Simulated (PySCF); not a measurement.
Consider C6H6ClN (SMILES Nc1ccccc1Cl).

```csv
atom,x (Å),y (Å),z (Å)
N,-2.2011,-0.5976,-0.1798
C,-0.8742,-0.2688,-0.0800
C,0.1421,-1.2230,-0.2684
C,1.4832,-0.8917,-0.1181
C,1.8617,0.4057,0.2268
C,0.8753,1.3709,0.4147
C,-0.4653,1.0363,0.2626
Cl,-1.6879,2.2582,0.4839
H,-2.8488,0.1743,-0.2735
H,-2.4331,-1.4254,-0.7098
H,-0.1431,-2.2446,-0.5338
H,2.2430,-1.6614,-0.2725
H,2.9142,0.6687,0.3467
H,1.1332,2.3979,0.6793
```

Geometry: PBE0-D3(BJ)/def2-SVP.

Computed with WP04/pcSseg-1, SCF density, in a chloroform solvent model, non-relativistic (PySCF 2.14.0).

**What will maps of the electron density and electron localisation function show?**

C–N (1.37 Å): the density is about 2.3 e/Å³ at the midpoint; the ELF peaks at about 0.95 between the atoms (a covalent bond).
C–C (1.39 Å): ρ at the midpoint is about 2.1 e/Å³; the ELF peaks at about 0.95 between the atoms; a covalent bond.
C–Cl (1.74 Å): ρ is about 1.4 e/Å³ halfway; the ELF peaks at about 0.90 between the atoms: a covalent bond.
N–H (1.01 Å): ρ is about 2.9 e/Å³ halfway; the ELF climbs to about 1 towards the hydrogen, as it does in any bond to H (a covalent bond by its length).

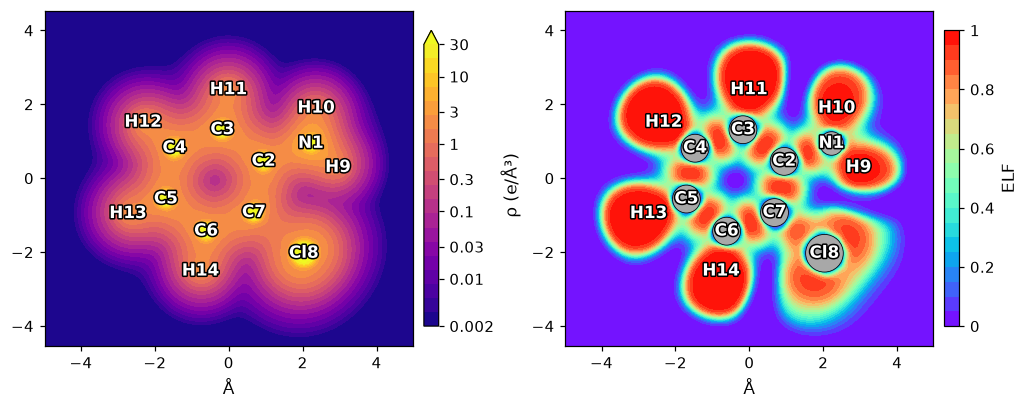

Computed electron density and electron localisation function on the plane of atoms C3, C4 and H12, in this order. Grey discs cover the atomic cores in the ELF map. 
